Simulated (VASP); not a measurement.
Band structure of SnTe (rock salt). Method: rev-vdW-DF2, VASP's PBE PAW potentials (set 64) (plane waves; VASP 6.6.1).

Unless said otherwise, spin-orbit coupling is left out, though it shifts the bands of the heavy elements here.

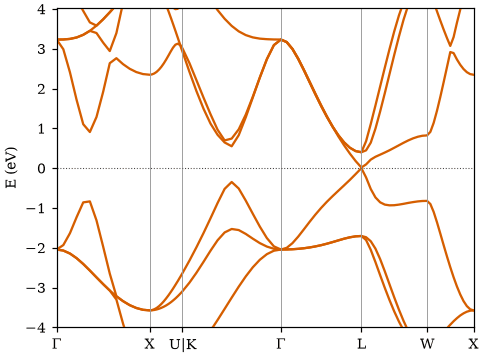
Figure. Bands along high-symmetry lines, zero at the valence-band maximum or, without a gap, the Fermi level

### Question
Read the plot: is there a gap, and where are the band edges?

### Answer
The gap is direct, 0.02 eV, from the valence maximum at L to the conduction minimum at L. (Edges off the drawn lines would not show.)

The compound is SnTe in the rock salt structure, which distorts at low temperature. It was relaxed first.
